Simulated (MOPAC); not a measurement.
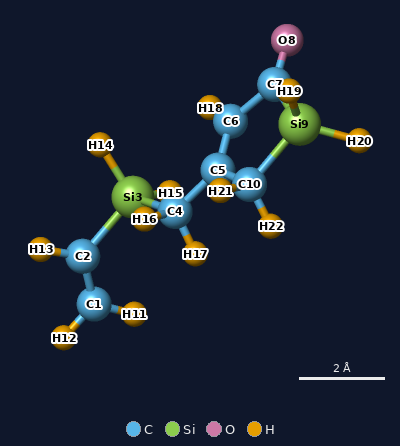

**Figure 1.** The structure (ball-and-stick view, seen at a tilt; atoms are numbered from 1 in the order of the input). Bond lengths as drawn: C–C 1.33 to 1.50 Å, C–H 1.09 to 1.12 Å, C–O 1.23 Å, C–Si 1.86 to 1.95 Å and H–Si 1.47 to 1.48 Å.

# Excited-state calculation of C7H12OSi2 (part 1 of 4)

The run: excited-state calculation of C7H12OSi2, SMILES C=C[SiH2]CC1=CC(=O)[SiH2]C1. Method and program: INDO/S, RHF, COSMO solvent acetonitrile (MOPAC 23.2.5).

The geometry was optimised with PM6-DH2.

Input file (calc.mop):
```
INDO EPS=35.7 N**2=1.806 1SCF MAXCI=300 C.I.=10 CIS WRTCI=12 AUX(PRECISION=6) T=10M THREADS=1
C7H12OSi2 excited
C=C[SiH2]CC1=CC(=O)[SiH2]C1
C      4.204576 +1    -0.055152 +1    -0.534148 +1
C      3.413570 +1     0.232328 +1     0.496954 +1
Si     1.740257 +1    -0.515157 +1     0.803296 +1
C      0.468259 +1     0.503311 +1    -0.139313 +1
C     -0.964376 +1     0.136659 +1    -0.051458 +1
C     -1.466864 +1    -0.909673 +1     0.659786 +1
C     -2.917471 +1    -1.159057 +1     0.643763 +1
O     -3.402417 +1    -2.098305 +1     1.270672 +1
Si    -3.608377 +1     0.261315 +1    -0.502326 +1
C     -1.917333 +1     1.007856 +1    -0.823846 +1
H      3.958225 +1    -0.759870 +1    -1.323033 +1
H      5.181524 +1     0.397684 +1    -0.679730 +1
H      3.744520 +1     0.963265 +1     1.253663 +1
H      1.469466 +1    -0.461270 +1     2.252955 +1
H      1.728780 +1    -1.916455 +1     0.343234 +1
H      0.605024 +1     1.574931 +1     0.171264 +1
H      0.787906 +1     0.516131 +1    -1.217226 +1
H     -0.853894 +1    -1.589492 +1     1.247698 +1
H     -4.525420 +1     1.146580 +1     0.238671 +1
H     -4.254955 +1    -0.286699 +1    -1.708219 +1
H     -1.838480 +1     2.076355 +1    -0.510081 +1
H     -1.645552 +1     1.051257 +1    -1.905496 +1
```

Launch command:
```bash
mopac calc.mop
```

Output:
```
MOPAC v23.2.5
INDO CALCULATION RESULTS

 *  INDO       - The INDO Hamiltonian to be used
 *  MAXCI =  300 maximum CI states computed
 *  WRTCI =   12 maximum CI states printed
 *  CIS        - C.I. USES 1 ELECTRON EXCITATIONS ONLY
 *  C.I.=10    - 10 M.O.S TO BE USED IN C.I.
 *  EPS=35.7   - USE COSMO IMPLICIT SOLVATION MODEL
 *  N**2=1.806 - USED IN COSMO-CI
 *  1SCF       - DO 1 SCF AND THEN STOP
 *  THREADS=1  - MULTI-THREADING NOT USED
 *  AUX        - OUTPUT AUXILIARY INFORMATION
 *  WARNING: Specified print options may not behave as expected with INDO
INDO EPS=35.7 N**2=1.806 1SCF MAXCI=300 C.I.=10 CIS WRTCI=12 AUX(PRECISION=6) T=10M THREADS=1
 C7H12OSi2 excited
 C=C[SiH2]CC1=CC(=O)[SiH2]C1
   ATOM   CHEMICAL          X               Y               Z
  NUMBER   SYMBOL      (ANGSTROMS)     (ANGSTROMS)     (ANGSTROMS)

     1       C          4.20457600  *  -0.05515200  *  -0.53414800  *
     2       C          3.41357000  *   0.23232800  *   0.49695400  *
     3      Si          1.74025700  *  -0.51515700  *   0.80329600  *
     4       C          0.46825900  *   0.50331100  *  -0.13931300  *
     5       C         -0.96437600  *   0.13665900  *  -0.05145800  *
     6       C         -1.46686400  *  -0.90967300  *   0.65978600  *
     7       C         -2.91747100  *  -1.15905700  *   0.64376300  *
     8       O         -3.40241700  *  -2.09830500  *   1.27067200  *
     9      Si         -3.60837700  *   0.26131500  *  -0.50232600  *
    10       C         -1.91733300  *   1.00785600  *  -0.82384600  *
    11       H          3.95822500  *  -0.75987000  *  -1.32303300  *
    12       H          5.18152400  *   0.39768400  *  -0.67973000  *
    13       H          3.74452000  *   0.96326500  *   1.25366300  *
    14       H          1.46946600  *  -0.46127000  *   2.25295500  *
    15       H          1.72878000  *  -1.91645500  *   0.34323400  *
    16       H          0.60502400  *   1.57493100  *   0.17126400  *
    17       H          0.78790600  *   0.51613100  *  -1.21722600  *
    18       H         -0.85389400  *  -1.58949200  *   1.24769800  *
    19       H         -4.52542000  *   1.14658000  *   0.23867100  *
    20       H         -4.25495500  *  -0.28669900  *  -1.70821900  *
    21       H         -1.83848000  *   2.07635500  *  -0.51008100  *
    22       H         -1.64555200  *   1.05125700  *  -1.90549600  *

          CARTESIAN COORDINATES

    NO.       ATOM           X           Y           Z

     1         C          4.2046     -0.0552     -0.5341
     2         C          3.4136      0.2323      0.4970
     3        Si          1.7403     -0.5152      0.8033
     4         C          0.4683      0.5033     -0.1393
     5         C         -0.9644      0.1367     -0.0515
     6         C         -1.4669     -0.9097      0.6598
     7         C         -2.9175     -1.1591      0.6438
     8         O         -3.4024     -2.0983      1.2707
     9        Si         -3.6084      0.2613     -0.5023
    10         C         -1.9173      1.0079     -0.8238
    11         H          3.9582     -0.7599     -1.3230
    12         H          5.1815      0.3977     -0.6797
    13         H          3.7445      0.9633      1.2537
    14         H          1.4695     -0.4613      2.2530
    15         H          1.7288     -1.9165      0.3432
    16         H          0.6050      1.5749      0.1713
    17         H          0.7879      0.5161     -1.2172
    18         H         -0.8539     -1.5895      1.2477
    19         H         -4.5254      1.1466      0.2387
    20         H         -4.2550     -0.2867     -1.7082
    21         H         -1.8385      2.0764     -0.5101
    22         H         -1.6456      1.0513     -1.9055

           Empirical Formula: C7 H12 O Si2  =    22 atoms

      MOLECULAR POINT GROUP   :   C1

      RHF CALCULATION, NO. OF DOUBLY OCCUPIED LEVELS = 27

 Summary of symmetry occupancy in each shell:

 SHELL
    1   27
    v   25
 TOTAL  52

                     MOLECULAR ORBITALS

    ROOT NO.    1           2           3           4           5           6

           -42.98919   -40.37981   -35.32098   -32.38600   -30.47450   -24.68537

  S  C   1   0.00782    -0.02801     0.56317    -0.21047     0.03672     0.38598
 PX  C   1  -0.00291     0.00917    -0.09853     0.00945     0.00085     0.15722
 PY  C   1   0.00051    -0.00178     0.03226    -0.01175     0.00268    -0.03545
 PZ  C   1   0.00147    -0.00587     0.11996    -0.03758     0.00531    -0.16782

  S  C   2   0.01243    -0.03991     0.56432    -0.13902     0.01367    -0.32718
 PX  C   2  -0.00326     0.00671     0.09078    -0.08661     0.02070     0.18148
 PY  C   2   0.00025     0.00005    -0.02905     0.01234    -0.00120    -0.04617
 PZ  C   2  -0.00219     0.00719    -0.12321     0.04646    -0.01006    -0.19174

  S Si   3   0.05258    -0.10447     0.23444     0.15137    -0.12268    -0.33820
 PX Si   3  -0.03521     0.05873     0.11215    -0.14069     0.08791    -0.13809
 PY Si   3   0.01202    -0.03305     0.06570     0.07252    -0.00341    -0.10367
 PZ Si   3  -0.01415     0.03397    -0.06275    -0.06084     0.01205    -0.01310

  S  C   4   0.15032    -0.31051     0.14727     0.52551    -0.07912    -0.04527
 PX  C   4  -0.05886     0.10698     0.04920    -0.03870    -0.02772    -0.21779
 PY  C   4  -0.01136     0.01312     0.00241     0.01762     0.09674    -0.05060
 PZ  C   4   0.00064     0.00452    -0.00035    -0.01609    -0.07594    -0.01355

  S  C   5   0.30196    -0.46172    -0.04318     0.06213    -0.06276     0.21024
 PX  C   5  -0.05207     0.01533     0.08435     0.33836    -0.08929     0.08853
 PY  C   5  -0.02307    -0.01631     0.01920     0.10938     0.27814    -0.00822
 PZ  C   5   0.00994     0.01450    -0.00432    -0.03656    -0.21796     0.01066

  S  C   6   0.34524    -0.21102    -0.07823    -0.23936    -0.44791     0.02538
 PX  C   6  -0.08418    -0.07551     0.02702     0.16109    -0.07079     0.15476
 PY  C   6   0.02236    -0.13999    -0.02525    -0.03719     0.01033     0.05326
 PZ  C   6  -0.02869     0.09382     0.02200     0.04955    -0.01660    -0.02162

  S  C   7   0.48473     0.16105    -0.03425    -0.17416    -0.07979    -0.14493
 PX  C   7   0.00347    -0.13789    -0.04612    -0.17232    -0.18560    -0.04947
 PY  C   7  -0.13565    -0.21568    -0.04919    -0.16491    -0.05491    -0.08231
 PZ  C   7   0.10048     0.14037     0.02991     0.09803     0.01501     0.05296

  S  O   8   0.56309     0.47322     0.06313     0.19634     0.14860     0.10337
 PX  O   8   0.09534     0.05956     0.00114    -0.01250    -0.03909    -0.01907
 PY  O   8   0.15272     0.11766     0.01113     0.02293     0.02043    -0.02126
 PZ  O   8  -0.09975    -0.07872    -0.00808    -0.01867    -0.02047     0.01277

  S Si   9   0.15666    -0.09727    -0.05555    -0.18757     0.15893    -0.17370
 PX Si   9   0.09154    -0.10972    -0.04332    -0.12820     0.08086    -0.03240
 PY Si   9  -0.05345    -0.03525     0.00150     0.02519     0.08308     0.02204
 PZ Si   9   0.05202     0.01108    -0.00713    -0.03630    -0.05037    -0.02182

  S  C  10   0.20572    -0.33149    -0.08048    -0.13542     0.51416    -0.02971
 PX  C  10   0.03298    -0.07534     0.01075     0.10297     0.04258     0.10294
 PY  C  10  -0.05661     0.06823     0.02446     0.07497     0.06387    -0.00970
 PZ  C  10   0.04633    -0.06059    -0.01711    -0.04211    -0.04120     0.01738

  S  H  11   0.00376    -0.01256     0.22730    -0.08239     0.01382     0.26265

  S  H  12   0.00235    -0.00904     0.22317    -0.09794     0.01901     0.28968

  S  H  13   0.00481    -0.01557     0.22962    -0.05869     0.00545    -0.23877

  S  H  14   0.01484    -0.02568     0.04669     0.03959    -0.05028    -0.13524

  S  H  15   0.01500    -0.02614     0.06258     0.03148    -0.04890    -0.07928

  S  H  16   0.06039    -0.13081     0.07593     0.24951     0.00900    -0.08064

  S  H  17   0.06056    -0.13109     0.08194     0.24653     0.00798    -0.05469

  S  H  18   0.12895    -0.05450    -0.01275    -0.03371    -0.25861     0.03461

  S  H  19   0.02513    -0.01305    -0.00952    -0.03521     0.04660    -0.05944

  S  H  20   0.02514    -0.01322    -0.00951    -0.03522     0.04685    -0.05867

  S  H  21   0.07506    -0.13285    -0.02600    -0.02227     0.27507    -0.01579

  S  H  22   0.07500    -0.13294    -0.02542    -0.02129     0.27528    -0.01181

    ROOT NO.    7           8           9          10          11          12

           -22.92393   -22.02453   -21.03964   -19.94368   -18.35270   -17.73734

  S  C   1   0.15948     0.05909     0.03855    -0.00744     0.04276     0.00182
 PX  C   1   0.05134     0.01157    -0.02237     0.19505     0.27652     0.00460
 PY  C   1  -0.06685    -0.05895    -0.10222     0.22479     0.03630     0.05445
 PZ  C   1  -0.16335    -0.09392    -0.11029     0.14570    -0.16454     0.00184

  S  C   2  -0.22984    -0.10946    -0.09662     0.05786    -0.10592    -0.00153
 PX  C   2  -0.03696    -0.05313    -0.10275     0.24115    -0.05042    -0.00862
 PY  C   2  -0.06207    -0.06063    -0.10795     0.23274     0.09909     0.06635
 PZ  C   2  -0.12543    -0.04784    -0.03912     0.10342     0.18127    -0.03928

  S Si   3  -0.04552     0.15506     0.32876    -0.29300     0.18418    -0.12822
 PX Si   3  -0.07091    -0.06447    -0.07486    -0.14873    -0.08917    -0.05246
 PY Si   3   0.05526    -0.05151    -0.09315     0.08418     0.07865     0.17672
 PZ Si   3  -0.11076    -0.00549     0.00845     0.05704     0.22283    -0.13785

  S  C   4   0.24914    -0.00808    -0.06451     0.07557    -0.00324     0.08420
 PX  C   4   0.20640     0.13243     0.03373    -0.10672     0.05751     0.33561
 PY  C   4   0.12810    -0.00646    -0.20734     0.02491     0.19567     0.08330
 PZ  C   4  -0.09244     0.00817     0.13492     0.05268     0.30975    -0.03911

  S  C   5  -0.23443    -0.29450     0.02265    -0.06222    -0.02538    -0.10919
 PX  C   5  -0.00407     0.06738     0.04349     0.21259    -0.11431    -0.22053
 PY  C   5   0.05246    -0.00853    -0.17233    -0.03076     0.14385    -0.20767
 PZ  C   5  -0.04884     0.01077     0.12474     0.08957     0.18018     0.10806

  S  C   6  -0.08418     0.21427    -0.07345     0.05762    -0.04238     0.09667
 PX  C   6  -0.28812     0.03300     0.27262     0.12693    -0.06513     0.04300
 PY  C   6  -0.06326    -0.31528     0.13416    -0.08978     0.11367     0.11194
 PZ  C   6   0.00405     0.23625    -0.06638     0.10174     0.05956    -0.08579

  S  C   7   0.31450    -0.06657    -0.11291     0.01784     0.00861    -0.27546
 PX  C   7   0.04653     0.20990    -0.27407    -0.08369     0.00784     0.13662
 PY  C   7   0.15953    -0.11725     0.04544     0.00824     0.06347     0.06324
 PZ  C   7  -0.11229     0.11524    -0.07313    -0.00958     0.04760    -0.03419

  S  O   8  -0.20992    -0.08315     0.12116    -0.07688     0.03207     0.38475
 PX  O   8   0.02602     0.16676    -0.18566    -0.01152    -0.01869    -0.13222
 PY  O   8   0.07406    -0.01386    -0.02456     0.04791     0.00425    -0.36924
 PZ  O   8  -0.05152     0.03316    -0.00821    -0.03310     0.04999     0.25099

  S Si   9   0.29270    -0.08104     0.41383     0.33650    -0.09065     0.01676
 PX Si   9  -0.00655    -0.01010    -0.08434    -0.17771     0.07866     0.13081
 PY Si   9  -0.11199     0.15987     0.03535     0.03893     0.07390     0.13152
 PZ Si   9   0.08041    -0.12015    -0.03985    -0.04025     0.14233    -0.09313

  S  C  10  -0.11167     0.21900     0.00927    -0.03727     0.03031     0.03948
 PX  C  10  -0.09832    -0.08567    -0.20066    -0.11187    -0.04070    -0.21318
 PY  C  10  -0.04498     0.27083     0.00671     0.13487     0.14272    -0.05022
 PZ  C  10   0.01459    -0.21392    -0.03766    -0.08251     0.27261    -0.01653

  S  H  11   0.18396     0.10421     0.13134    -0.22891     0.03902    -0.03002

  S  H  12   0.10749     0.02792    -0.01654     0.18256     0.24179     0.02347

  S  H  13  -0.21253    -0.11801    -0.14216     0.25045     0.08613     0.01029

  S  H  14  -0.07589     0.07559     0.15947    -0.07678     0.26279    -0.15098

  S  H  15  -0.02794     0.10625     0.20519    -0.20353    -0.01618    -0.15531

  S  H  16   0.19813     0.00942    -0.14434     0.06056     0.23607     0.12849

  S  H  17   0.22255     0.02480    -0.11505    -0.03088    -0.23946     0.14925

  S  H  18  -0.13002     0.35816     0.00449     0.15160    -0.06584    -0.02370

  S  H  19   0.11196    -0.01257     0.21827     0.22710     0.00567    -0.02362

  S  H  20   0.11281    -0.01163     0.21996     0.21571    -0.17020    -0.00940

  S  H  21  -0.07857     0.23977    -0.00942     0.05727     0.19445    -0.02699

  S  H  22  -0.07338     0.24309    -0.00411     0.02362    -0.20879    -0.00132

    ROOT NO.   13          14          15          16          17          18

           -17.67998   -16.12113   -15.85738   -15.25642   -14.40004   -14.22737

  S  C   1   0.00908    -0.00582     0.00939     0.05268     0.00311    -0.00497
 PX  C   1   0.36773     0.00360    -0.11935    -0.07409     0.00995    -0.03636
 PY  C   1   0.13000    -0.15974    -0.12390     0.19837     0.04791    -0.07398
 PZ  C   1  -0.10678    -0.17612    -0.12584     0.36994     0.01259    -0.04842

  S  C   2  -0.09969     0.02288     0.04343    -0.05995    -0.00705     0.02028
 PX  C   2   0.01797    -0.12971    -0.11555     0.24533    -0.01899     0.00480
 PY  C   2   0.16400    -0.02529     0.00881    -0.14242     0.01501     0.01655
 PZ  C   2   0.23012     0.15911     0.00944    -0.34531    -0.04393     0.05508

  S Si   3   0.18787    -0.01681    -0.10234     0.09839     0.04836     0.00273
 PX Si   3  -0.12098     0.18623     0.02075    -0.16544    -0.07547    -0.03641
 PY Si   3  -0.05866     0.02085     0.28978    -0.14774     0.10205     0.04537
 PZ Si   3   0.10732     0.19353     0.04297     0.08185    -0.09029    -0.01112

  S  C   4   0.00345    -0.05356     0.00871     0.02436     0.04891     0.07832
 PX  C   4   0.10158    -0.19721     0.04003    -0.03936     0.05139    -0.24638
 PY  C   4  -0.15211     0.21022     0.15534     0.14786    -0.16134    -0.23842
 PZ  C   4  -0.12229     0.01500     0.29952     0.25589     0.13341     0.12992

  S  C   5  -0.03578     0.08270    -0.00819    -0.03600     0.10935    -0.01109
 PX  C   5  -0.04294     0.01501     0.00486     0.00827    -0.00414     0.38627
 PY  C   5  -0.11601     0.20179    -0.14746     0.10828    -0.05413    -0.07368
 PZ  C   5  -0.18024    -0.15367     0.13694    -0.00184     0.04182     0.09626

  S  C   6  -0.05528     0.02880     0.03245    -0.04952    -0.08656    -0.05509
 PX  C   6  -0.04332    -0.08140     0.12053    -0.09070    -0.12985    -0.30551
 PY  C   6  -0.03509    -0.15869     0.08747    -0.03708     0.13513     0.06936
 PZ  C   6  -0.12133     0.08546    -0.07214     0.02083    -0.12166    -0.09218

  S  C   7   0.03833    -0.14040     0.06140     0.01480    -0.09901     0.15371
 PX  C   7   0.01029     0.21144    -0.15304     0.07936     0.19188     0.23749
 PY  C   7  -0.02869    -0.02405    -0.09403     0.03034    -0.30803     0.19043
 PZ  C   7  -0.08555    -0.00887    -0.05345    -0.08570     0.24402    -0.09219

  S  O   8   0.00119     0.14234    -0.12242     0.06719    -0.13162     0.12455
 PX  O   8  -0.00401     0.11116    -0.05153     0.00528     0.54271     0.02718
 PY  O   8  -0.02778    -0.26129     0.15883    -0.15037     0.14247    -0.26658
 PZ  O   8  -0.05126     0.16045    -0.21769     0.03559    -0.04246     0.22079

  S Si   9  -0.08266     0.17163    -0.08174     0.00837     0.05938    -0.03598
 PX Si   9   0.12054    -0.20369     0.08973     0.06492     0.01544    -0.00721
 PY Si   9  -0.13905    -0.00221    -0.17676    -0.12375     0.29632    -0.06885
 PZ Si   9  -0.12044    -0.19350    -0.16276    -0.13338    -0.22774     0.07362

  S  C  10   0.03392    -0.08017     0.02953     0.00646     0.02302    -0.05541
 PX  C  10   0.02506     0.16811    -0.04336     0.00700    -0.18848    -0.06453
 PY  C  10  -0.23333    -0.23635    -0.02565    -0.11769    -0.12154     0.26192
 PZ  C  10  -0.26089     0.00304    -0.29707    -0.06781     0.07018    -0.21111

  S  H  11  -0.07226     0.18618     0.16853    -0.29912    -0.03768     0.08067

  S  H  12   0.32231    -0.04245    -0.12163     0.00856     0.02785    -0.05879

  S  H  13   0.16497     0.06206     0.00934    -0.25838    -0.02824     0.05634

  S  H  14   0.18468     0.12275    -0.01011     0.13988    -0.04268    -0.00567

  S  H  15   0.10941    -0.07222    -0.29296     0.14832    -0.04036    -0.04104

  S  H  16  -0.14129     0.12212     0.21520     0.18882    -0.07531    -0.15343

  S  H  17   0.12518    -0.09122    -0.22551    -0.21557    -0.07941    -0.13174

  S  H  18  -0.06495     0.09840    -0.02485    -0.01910    -0.24695    -0.28076

  S  H  19  -0.20274     0.11156    -0.24850    -0.15384     0.08513    -0.02173

  S  H  20   0.03314     0.29319     0.09040     0.11695     0.09971    -0.05168

  S  H  21  -0.23103    -0.21688    -0.08358    -0.10705    -0.08116     0.13342

  S  H  22   0.22927    -0.01111     0.24623     0.05727    -0.08928     0.14501

    ROOT NO.   19          20          21          22          23          24

           -13.83187   -12.97766   -12.76503   -12.61529   -12.15881   -11.44029

  S  C   1   0.01692    -0.04026     0.00704     0.04368    -0.01511    -0.02355
 PX  C   1  -0.03184     0.08253    -0.12722    -0.04709     0.11007     0.24775
 PY  C   1   0.01293    -0.01282    -0.05135     0.03853     0.21954     0.04741
 PZ  C   1   0.03796    -0.05434    -0.06674     0.07564    -0.03878     0.08625

  S  C   2  -0.00588     0.00926     0.00182    -0.00953     0.04282     0.09129
 PX  C   2   0.01723    -0.03000     0.07274    -0.00315    -0.31801    -0.30274
 PY  C   2  -0.02776     0.04316     0.13379    -0.09210    -0.01725    -0.32725
 PZ  C   2  -0.06071     0.11919    -0.01244    -0.12954    -0.11953     0.05389

  S Si   3   0.00486    -0.00410    -0.02013     0.01345     0.14246     0.00307
 PX Si   3  -0.02503     0.07198    -0.21846    -0.00562     0.03094     0.41721
 PY Si   3   0.06206    -0.20302     0.13821     0.21589     0.32370     0.06304
 PZ Si   3   0.08863    -0.25612    -0.05205     0.33881    -0.27471     0.01265

  S  C   4  -0.00017    -0.00826     0.09143    -0.02441    -0.02197     0.01178
 PX  C   4   0.00517    -0.00954    -0.02475     0.04337     0.15163    -0.26045
 PY  C   4   0.03103     0.07072    -0.28525    -0.11133    -0.24614     0.07317
 PZ  C   4   0.04341     0.03495     0.13352    -0.25136     0.21857    -0.09086

  S  C   5  -0.00005     0.00666    -0.04881     0.01184     0.04915     0.00364
 PX  C   5  -0.00994    -0.02096     0.11298    -0.03540    -0.10038     0.23529
 PY  C   5  -0.00693     0.05591     0.25306    -0.04681     0.13935    -0.01501
 PZ  C   5  -0.02201     0.14353    -0.15495     0.03005    -0.11101     0.03679

  S  C   6  -0.00252     0.01374    -0.10699     0.02345     0.00466     0.00886
 PX  C   6  -0.01062    -0.02422     0.02653    -0.01484    -0.00932     0.02604
 PY  C   6   0.08594     0.14087    -0.22342     0.09046    -0.08535    -0.05536
 PZ  C   6   0.12209     0.12492     0.21221     0.01512     0.06294     0.04078
```
